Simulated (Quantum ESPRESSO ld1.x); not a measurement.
For Pd⁺ in [Kr] 4d9, the spin moment of the 4d shell is fixed at a series of values. All numbers are computed, not measured: scalar-relativistic Kohn-Sham, LDA (Slater exchange, VWN5 correlation), spin-polarised, spherical densities, point nucleus (Quantum ESPRESSO ld1.x 7.5). Wanted, and plotted below: the energy and the exchange splitting.

The energy falls with the moment, to −0.151 eV at M = 1 μB, the largest moment run; with one electron or hole in the shell the exact energy would hardly depend on M, so most of the fall is the functional's fractional-spin error. A fit E = −I M²/4 gives an exchange integral I of about 0.60 eV, and the exchange splitting grows nearly in proportion to M, to 0.605 eV (0.61 eV per μB).

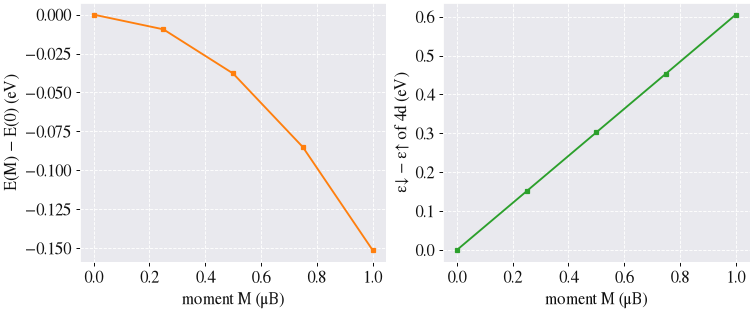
